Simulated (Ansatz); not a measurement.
Input

```
crystal:
  lattice:
    - [2.7215481305, 0.0, 0.0]
    - [0.0, 2.7215481305, 0.0]
    - [0.0, 0.0, 8.2202964298]
  atoms:
    - { symbol: Na, position: [0.0, 0.0, 0.7903161495] }
    - { symbol: Na, position: [0.0, 0.0, 0.2096838505] }
    - { symbol: Ru, position: [0.5, 0.5, 0.5], spin: 0.39 }
basis:
  ecutwfc: 420
kpoints:
  mp_grid: { grid: [16, 16, 6] }
hamiltonian:
  xc: pbe
scf:
  occupations: { method: gaussian, width: 0.1 }
output:
  forces: true
  stress: true
  eigenvalues: true
  populations: true
  write_density: true
  write_potential: true
  elf: true
  volumetric_format: npy
magnetization:
  spin_polarized: true
relax:
  adjacent_minimum: "off"
  f_tol: 0.01
  max_steps: 80
  cell: { stress_tol: 0.05 }
```

Launched as:

```sh
ansatz run input.yaml --threads 1 --pin off --max-ram 2048MiB --backend cpu --events-out ev --progress --plain --runs-dir out
```

Below, planes, directions and counts refer to the conventional cell (a = 2.70 Å, b = 2.70 Å, c = 8.30 Å, α = 90.00°, β = 90.00°, γ = 90.00°).

The fields are those of the relaxed geometry.

Space group P4/mmm; a structure generated by program, which may or may not match a known phase; spin-polarised.

These are results of DFT PBE, scalar-relativistic, plane waves, PAW (Ansatz), not measurements.

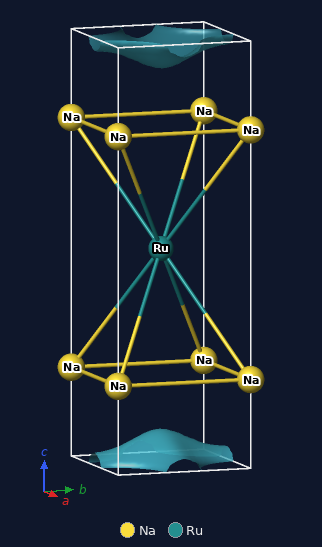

Na2Ru. Isosurface of the ELF at 0.6 (cyan), seen slightly off an axis. Core shells and regions of very low density are left out. Sticks mark near contacts.

### Identify the bonds, lone pairs and shells in this picture.

The ELF exceeds this value in sheets that run through the cell in two directions, counted in one cell of 3 atoms. Regions shared between cells count once. Along the contacts the grid gives the following. Ru–Ru (2.70 Å): the ELF is about 0.25 at the midpoint: no localised pair shows between them. Na–Na (2.70 Å): the ELF is about 0.05 at the midpoint (no localised pair shows between them).
